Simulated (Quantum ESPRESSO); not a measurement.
# λ and ρ(T) of Ta (Im-3m) from pw.x, ph.x and EPW, part 2 of 2

Aim: the electron–phonon coupling and the phonon-limited resistivity of Ta (Im-3m), by Wannier interpolation to fine meshes.

Quantum ESPRESSO 7.5; DFT PBEsol, scalar-relativistic, plane waves, PseudoDojo 0.4.1 norm-conserving pseudopotentials.

So far, resistivity at 300 K (μΩ cm): step 9 (resistivity: fine k 24×24×24, q 12×12×12, adaptive width …) 14.6; step 11 (fine q mesh 16×16×16, fine mesh 32×32×32) 13.4.

## Step 12: Coupling and Tc: fine k 32×32×32, q 16×16×16, width 0.1 eV, window 0.41 eV (continued)

Tc lies where the eigenvalue is 1; mu* = 0.13. Eigenvalue against temperature:

```tsv
T (K)	largest eigenvalue of the linearised gap equation
0.5	3.87
1	3.216
2	2.569
4	1.932
8	1.31
16	0.7267
32	0.2641
```

λ = 1.10 and ħω_log = 11.3 meV, against 1.12 and 11.6 with fine k 20×20×20, q 10×10×10, width 0.15 eV (-2 % in λ). The eigenvalue passes 1 near 12 K.

## Step 13: Coupling and Tc: fine k 32×32×32, q 16×16×16, width 0.05 eV, window 0.3 eV

The sum is repeated with other delta width and window to test it.

a2f-3.in reads:

```
--
 &inputepw
    prefix='x',
    outdir='./tmp',
    dvscf_dir='./save',
    elph=.true.,
    etf_mem=1,
    nbndsub=9,
    bands_skipped='exclude_bands = 1-4',
    use_ws=.true.,
    vme='wannier',
    asr_typ='crystal',
    nk1=8,
    nk2=8,
    nk3=8,
    nq1=4,
    nq2=4,
    nq3=4,
    amass(1)=180.9479,
    epwwrite=.false.,
    epwread=.true.,
    wannierize=.false.,
    nkf1=32,
    nkf2=32,
    nkf3=32,
    nqf1=16,
    nqf2=16,
    nqf3=16,
    mp_mesh_k=.true.,
    ephwrite=.true.,
    eliashberg=.true.,
    liso=.true.,
    limag=.true.,
    tc_linear=.true.,
    tc_linear_solver='lapack',
    fsthick=0.3,
    degaussw=0.05,
    degaussq=0.5,
    nqstep=500,
    muc=0.13,
    wscut=0.3,
    nsiter=500,
    nstemp=7,
    temps=0.5 1.0 2.0 4.0 8.0 16.0 32.0,
 /
```

On the command line:

```console
$ OMP_NUM_THREADS=1 mpirun -n 8 epw.x -nk 8 -in a2f-3.in > a2f-3.out
```

The job ended after 23 min (8 MPI ranks of Arm Neoverse N1, shared host; 3 h of CPU time).

Numbers from this step:

* coupling constant λ: 1.073
* log mean phonon energy ħω_log: 11.35 meV
* density of states at the Fermi level: 0.6478 states/eV a spin and cell
* Fermi level on the fine mesh: 18.74 eV

The a2F has structure finer than the step of the table below, so its rows give means over 1 meV, whole bins alone (the curve runs from 0.046 to 22.7 meV). Peaks (meV: height): 11.2: 0.859, 17.4: 1.33.

Table of a2F by phonon energy; means over each step:

```tsv
phonon energy (meV)	a2F
1	0.00403
2	0.00946
3	0.0258
4	0.0443
5	0.0618
6	0.102
7	0.152
8	0.216
9	0.240
10	0.373
11	0.751
12	0.575
13	0.394
14	0.449
15	0.447
16	0.520
17	1.08
18	0.926
19	0.185
20	0.0809
21	0.0118
22	4.0e-5
```

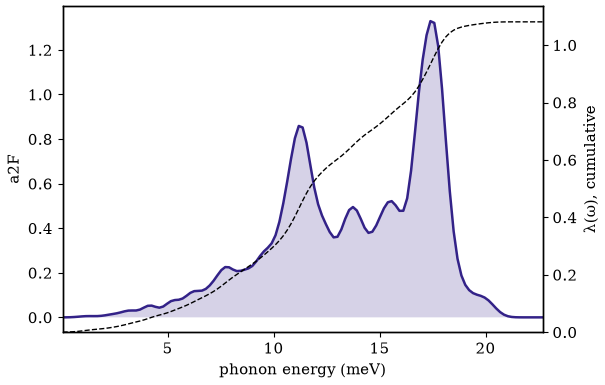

A2F against phonon energy. The dashed line is the running λ.

λ = 1.07 and ħω_log = 11.4 meV, against 1.10 and 11.3 with fine k 32×32×32, q 16×16×16, width 0.1 eV (-2 % in λ). The eigenvalue passes 1 near 11 K.

## Step 14: What came out

| Property | Result |
| --- | --- |
| Wannier functions, band error | 9 functions; 9 meV r.m.s. |
| coupling constant λ, fine k 32×32×32, q 16×16×16, width 0.1 eV, window 0.41 eV | 1.10 |
| ħω_log | 11.3 meV |
| Tc at μ* = 0.13, Allen–Dynes | 9.7 K |
| resistivity at 300 K, 24×24×24 | 14.6 μΩ cm |
| resistivity at 300 K, 32×32×32 | 13.4 μΩ cm |

Step 12: The coupling constant from the curve is λ = 1.1; modes below 12.1 meV give half. Step 13: Twice the integral of α²F/ω over this curve gives λ = 1.1, half of it from below 12.1 meV. Step 13: The most distinct maxima of the a2F lie at 11.19 and 17.40 meV, the highest at 17.4 meV. On the finest meshes run, Ta (Im-3m) has λ = 1.1 and a phonon-limited resistivity of 13.4 μΩ cm at 300 K. The last refinement of the mesh moved the resistivity by 8 %, so it is not converged, and no rank of the meshes against a measured value means much. On the finest mesh the adaptive width still reaches 0.47 eV against a window of 0.32 eV; the window, which cuts off final states, was not widened. N(E_F) runs from 0.63 to 0.65 states/eV a spin over these sums; λ is quoted for fine k 32×32×32, q 16×16×16, width 0.1 eV. The Eliashberg Tc is interpolated in log T between temperatures a factor of two apart, and its μ* acts up to a cut-off of 0.3 eV, so it weighs less than the same number in Allen and Dynes's formula. Over the sums on sound settings, λ spans 1.07 to 1.12, and the Allen–Dynes Tc 9.4 to 10 K. Between 150 and 500 K the resistivity rises by a factor of 3.87, against 3.33 for a straight line through the origin. The rows at 150 and 200 K moved by more than 10 % in the last refinement. The Sommerfeld coefficient follows from γ = (π²/3) k_B² N(E_F)(1 + λ), with twice the density of states a spin that EPW reads on the fine mesh at this width. Spin–orbit coupling is left out, though Ta is heavy. The q mesh of ph.x (4×4×4), the k mesh and smearing of the ground state (12×12×12) and EPW's coarse k mesh (8×8×8) were not varied. Only scattering by harmonic phonons counts; impurities, grain boundaries and thermal expansion are left out, and μ* is typed.

Calculation against experiment:

```
                                                   quantity  measured        24×24×24        32×32×32  k 20×20×20, 0.15 eV  k 32×32×32, 0.1 eV  k 32×32×32, 0.05 eV      Allen–Dynes        Eliashberg
 resistivity at 300 K (computed: phonon part alone) (μΩ cm)      13.5  14.57 (+7.9 %)  13.40 (-0.8 %)                    -                   -                    -                -                 -
 resistivity at 500 K (computed: phonon part alone) (μΩ cm)      22.9  23.34 (+1.9 %)  23.21 (+1.3 %)                    -                   -                    -                -                 -
    Sommerfeld coefficient γ (per mole of Ta) (mJ/(mol K²))       5.7               -               -       6.29 (+10.3 %)       6.23 (+9.3 %)       6.33 (+11.1 %)                -                 -
superconducting transition temperature (μ* = 0.13) (kelvin)       4.5               -               -                    -                   -                    -  9.73 (+116.3 %)  11.56 (+157.0 %)
```

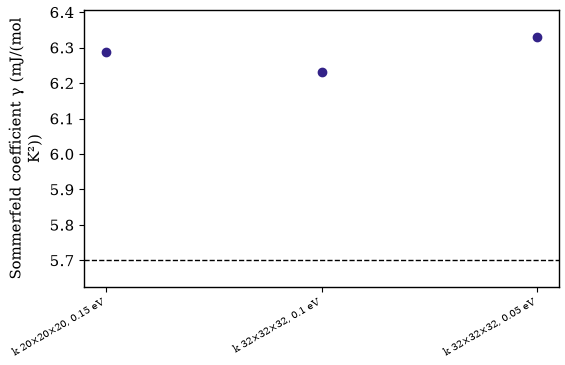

The Sommerfeld coefficient γ by level; the dashed line is the measured value.

Measured values from CRC Press, section 12, read from Wikipedia's data page (2003), NBS Monograph 21, table 3 (1960) and arxiv:1309.5331 (2013).

**Verdict.** For the resistivity at 300 K, of the levels listed nearest comes 32×32×32 (-0.8 %, good agreement) and farthest 24×24×24 (+7.9 %, good agreement). For the resistivity at 500 K, of the levels listed nearest comes 32×32×32 (+1.3 %, good agreement) and farthest 24×24×24 (+1.9 %, good agreement). For the Sommerfeld coefficient γ, of the levels listed nearest comes k 32×32×32, 0.1 eV (+9.3 %, fair agreement) and farthest k 32×32×32, 0.05 eV (+11.1 %, fair agreement). For the superconducting transition temperature, of the levels listed nearest comes Allen–Dynes (+116.3 %, a clear miss) and farthest Eliashberg (+157.0 %, a clear miss). Limits of convergence are named above.

[The logs of pw.x and epw.x are selected lines.]

[Logs are printed without paths, hosts, clocks, repeated set-up lines and the standing remarks that a program may print on its own settings, such as how far it seeks lower states.]

[Hosts, paths, dates, database ids (printed as entryN), source tags and the programs' standing remarks are cut or masked in the printed files.]
